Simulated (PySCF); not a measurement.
**UCCSD(T)/STO-3G run of GeH2Cl (SMILES [Cl][GeH2])**

What is the energy change on altering one bond length of GeH2Cl at UCCSD(T)/STO-3G? 

The results are computed with PySCF 2.14.0.

7 further runs of the same task are left out: 7 set aside as unsound or not needed.

### Step 1. Starting point

GeH2Cl: 4 atoms, total charge 0, spin state doublet. As SMILES, `[Cl][GeH2]`. The coordinates come from a PBE0-D4/def2-TZVP relaxation.

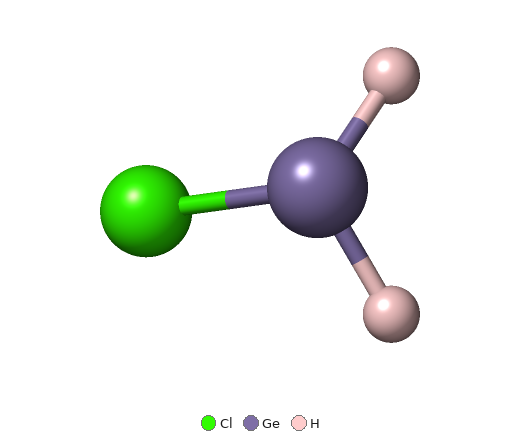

The structure, seen from a chosen angle (chlorine green, germanium purple, hydrogen pink).

### Step 2. The energy at UCCSD(T)/STO-3G

The input, job.py:

```python
from pyscf import gto, cc

system = gto.Mole()
system.atom = '''
Cl    -2.953453     0.576744     1.877443
Ge     0.201634    -0.852455    -0.267585
H      0.137383     0.490573    -2.861423
H      2.614247    -0.214862     1.251566
'''
system.basis = 'sto-3g'
system.max_memory = 1860
system.verbose = 3
system.unit = 'bohr'
system.spin = 1
system.build()

mf = system.UHF()
mf.conv_tol = 1e-10
mf.kernel()
if not mf.converged:
    mf = mf.newton().run(mf.mo_coeff, mf.mo_occ)

mycc = cc.CCSD(mf, frozen=14)
mycc.kernel()
e_t = mycc.ccsd_t()
e_tot = mycc.e_tot + e_t
print('E(%s) = %.9f' % ('CCSD(T)', e_tot))
```

Launch:

```console
$ OMP_NUM_THREADS=1 python job.py
```

The log of the run:

```text
converged SCF energy = -2507.50633639436  <S^2> = 0.75158583  2S+1 = 2.0015852
E(UCCSD) = -2507.555017174712  E_corr = -0.04868078035601402
UCCSD(T) correction = -0.000711691181809433
E(CCSD(T)) = -2507.555728866
```

Wall time 0.96 s (1 thread of Arm Neoverse V1, shared host); peak memory 0.12 GiB.

### Step 3. The distorted shape, same level

The input, calc.py:

```python
from pyscf import gto, scf, cc

mol = gto.Mole()
mol.atom = '''
Cl    -1.522100    -0.547632     2.640604
Ge     0.147500    -1.303932     1.505504
H      0.072700     0.259600    -1.514200
H      1.424200    -0.966532     2.309404
'''
mol.verbose = 4
mol.basis = 'sto-3g'
mol.max_memory = 1860
mol.spin = 1
mol.build()

mf = scf.UHF(mol)
mf.conv_tol = 1e-10
mf.kernel()
if not mf.converged:
    mf = mf.newton().run(mf.mo_coeff, mf.mo_occ)

mycc = cc.CCSD(mf, frozen=14)
mycc.kernel()
e_t = mycc.ccsd_t()
e_final = mycc.e_tot + e_t
print('Final energy', e_final)
```

Launch:

```console
$ OMP_NUM_THREADS=1 python calc.py
```

The log of the run:

```text
PySCF version 2.14.0

[INPUT] num. atoms = 4
[INPUT] num. electrons = 51
[INPUT] charge = 0
[INPUT] spin (= nelec alpha-beta = 2S) = 1
[INPUT] symmetry False subgroup None
[INPUT] Mole.unit = angstrom
[INPUT] Symbol           X                Y                Z      unit          X                Y                Z       unit  Magmom
[INPUT]  1 Cl    -1.522100000000  -0.547632000000   2.640604000000 AA   -2.876352134200  -1.034874497048   4.990018363431 Bohr   0.0
[INPUT]  2 Ge     0.147500000000  -1.303932000000   1.505504000000 AA    0.278734603373  -2.464074365056   2.844990239437 Bohr   0.0
[INPUT]  3 H      0.072700000000   0.259600000000  -1.514200000000 AA    0.137383089256   0.490572901937  -2.861423297816 Bohr   0.0
[INPUT]  4 H      1.424200000000  -0.966532000000   2.309404000000 AA    2.691347946606  -1.826480770628   4.364141070975 Bohr   0.0

nuclear repulsion = 154.57643528449
number of shells = 15
number of NR pGTOs = 87
number of NR cGTOs = 29
basis = sto-3g
ecp = {}

******** <class 'pyscf.scf.uhf.UHF'> ********
method = UHF
initial guess = minao
damping factor = 0
level_shift factor = 0
DIIS = <class 'pyscf.scf.diis.CDIIS'>
diis_start_cycle = 1
diis_space = 8
diis_damp = 0
SCF conv_tol = 1e-10
SCF conv_tol_grad = None
SCF max_cycles = 50
direct_scf = True
direct_scf_tol = 1e-13
number electrons alpha = 26  beta = 25
Set gradient conv threshold to 1e-05
init E= -2504.02239881767
[... the frontier-level lines of each cycle are left out ...]

[... 89 lines left out ...]
converged SCF energy = -2507.37563492729  <S^2> = 0.75322284  2S+1 = 2.0032202
[... 12 lines left out ...]
Init t2, MP2 energy = -0.0335309512032924
[... 24 lines left out ...]
UCCSD converged
[... 2 lines left out ...]
Final energy -2507.425846121568
```

It took 1.1 s on 1 thread of Arm Neoverse V1, shared host; peak memory 0.1 GiB.

### Step 4. Summary of results

At UCCSD(T)/STO-3G, 14 core orbitals frozen:

| quantity | value |
| --- | --- |
| first shape: total energy | -2507.55573 Eh |
| first shape: dipole moment (Hartree–Fock density) | 3.22 D |
| first shape: HOMO energy (Hartree–Fock orbitals) (highest over α and β) | -7.45 eV |
| first shape: LUMO energy (Hartree–Fock orbitals) (lowest over α and β) | 3.96 eV |
| first shape: correlation energy (14 core orbitals frozen) | -49.4 mEh |
| first shape: (T) correction | -0.71 mEh |
| first shape: ⟨S²⟩ of the reference determinant | 0.752 |
| first shape: T1 diagnostic | 0.006 |
| distorted shape: total energy | -2507.42585 Eh |
| distorted shape: dipole moment (Hartree–Fock density) | 2.63 D |
| distorted shape: HOMO energy (Hartree–Fock orbitals) (highest over α and β) | -6.76 eV |
| distorted shape: LUMO energy (Hartree–Fock orbitals) (lowest over α and β) | 3.70 eV |
| distorted shape: correlation energy (14 core orbitals frozen) | -50.2 mEh |
| distorted shape: (T) correction | -1.05 mEh |
| distorted shape: ⟨S²⟩ of the reference determinant | 0.753 |
| distorted shape: T1 diagnostic | 0.012 |
| energy change with the Ge2–H3 bond stretched from 1.546 to 3.401 Å | 3.534 eV |

In words: With the Ge2–H3 bond stretched from 1.546 to 3.401 Å the energy rises by 3.53 eV (82 kcal/mol). The first shape isn't relaxed at this level, so the change isn't measured from a minimum. The minimal basis adds a large error of its own. The triples (first shape) make up 1.4 % of the correlation energy. The triples (distorted shape) make up 2.1 % of the correlation energy.
